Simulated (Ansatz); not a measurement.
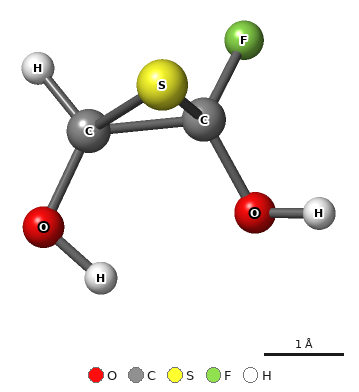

Starting structure of C$_{2}$H$_{3}$FO$_{2}$S. The picture is a ball-and-stick view, seen face on.

The start comes from PBE-D4/def2-SVP.

These are results of RKS PBE0-D4/def2-TZVP (Ansatz 0.2.0), not measurements.

Input file:
```yaml
crystal:
  periodic: [false, false, false]
  atoms:
    - {symbol: O, position_ang: [1.134050, -0.334188, -1.344972]}
    - {symbol: C, position_ang: [0.927832, -0.325366, -0.004355]}
    - {symbol: S, position_ang: [0.722795, 1.329569, 0.960919]}
    - {symbol: C, position_ang: [-0.412238, -0.031231, 0.547702]}
    - {symbol: O, position_ang: [-1.374305, 0.152767, -0.417613]}
    - {symbol: F, position_ang: [-0.878529, -0.775057, 1.595636]}
    - {symbol: H, position_ang: [0.331417, 0.066132, -1.748046]}
    - {symbol: H, position_ang: [1.588322, -1.022235, 0.538047]}
    - {symbol: H, position_ang: [-1.950744, 0.893208, -0.144418]}
basis:
  gaussian: {orbitals: def2-TZVP}
hamiltonian: {xc: pbe0, dispersion: d4}
relax: {f_tol: 0.005, max_steps: 150}
```

### Where does the relaxation end?

The largest move after the best rigid fit is that of H7, 0.067 Å. By element the largest moves are H 0.067 Å, S 0.046 Å, O 0.028 Å, F 0.027 Å, C 0.013 Å. Some distances before and after: C2–S3 1.927 → 1.875 Å, S3–C4 1.820 → 1.795 Å, C2–H8 1.103 → 1.083 Å, O1–H7 0.983 → 0.967 Å. The energy falls by 5.26 kJ/mol in 8 geometry steps. The largest force component goes from 0.81 to 0.0035 eV/Å.

Final geometry:

```xyz
9

O     1.1436   -0.3371   -1.3333
C     0.9179   -0.3185    0.0013
S     0.7296    1.3023    0.9246
C    -0.4142   -0.0257    0.5389
O    -1.3882    0.1558   -0.3931
F    -0.8618   -0.7549    1.5889
H     0.3919    0.0859   -1.7697
H     1.5446   -1.0205    0.5381
H    -1.9748    0.8662   -0.1128
```

After the run, drawn alike:

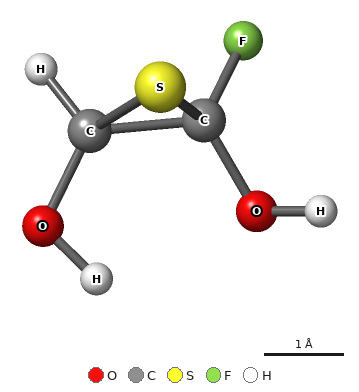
